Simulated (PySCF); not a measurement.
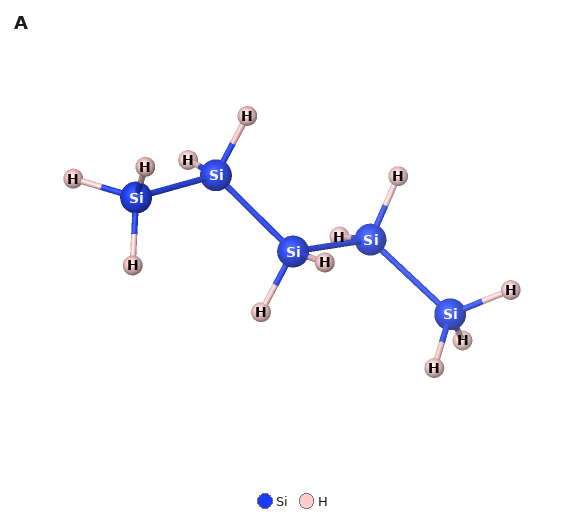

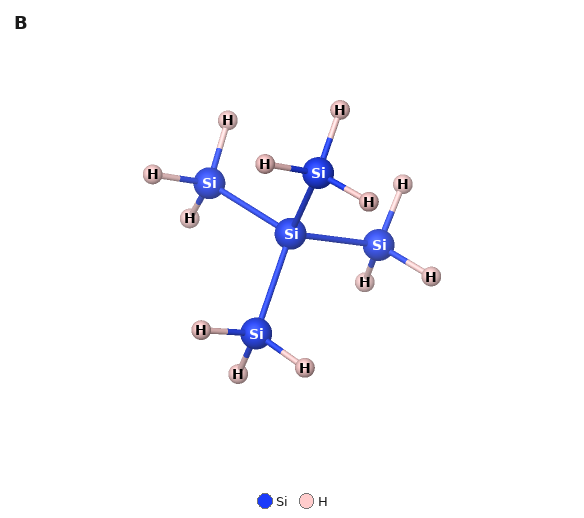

2 stationary structures of one formula. Geometries: GFN2-xTB. Electronic energies: PBE0/pcSseg-1 (PySCF 2.14.0), without zero-point energy. No frequency run is at hand to confirm each as a minimum. Each is one conformer, not always the lowest.

Question: Are they conformers, stereoisomers or constitutional isomers?

Answer: They are constitutional isomers of Si5H12: A `[SiH3][SiH2][SiH2][SiH2][SiH3]`, B `[SiH3][Si]([SiH3])([SiH3])[SiH3]`.

Question: Which structure is the most stable?

Answer: B is lowest; A lies 0.283 eV above it.

The geometry is semi-empirical. Around Si such bond lengths and angles can be off by a tenth of an ångström or more and by several degrees, and values that hang on the shape move with them.
